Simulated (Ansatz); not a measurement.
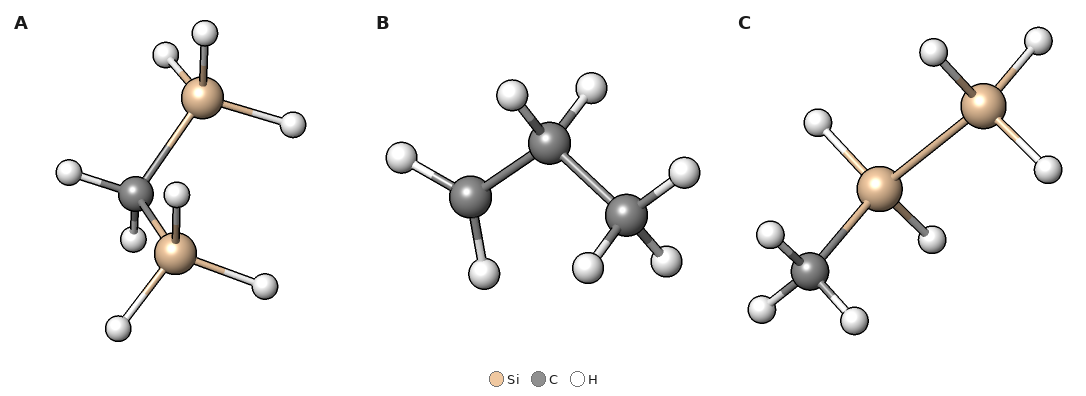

Simulated data, not a measurement (program: Ansatz).

Question: Match each picture to its SMILES.
(1) [CH2]CC
(2) C[SiH2][SiH3]
(3) [SiH3]C[SiH3]

Answer: A is (3), B is (1), C is (2).
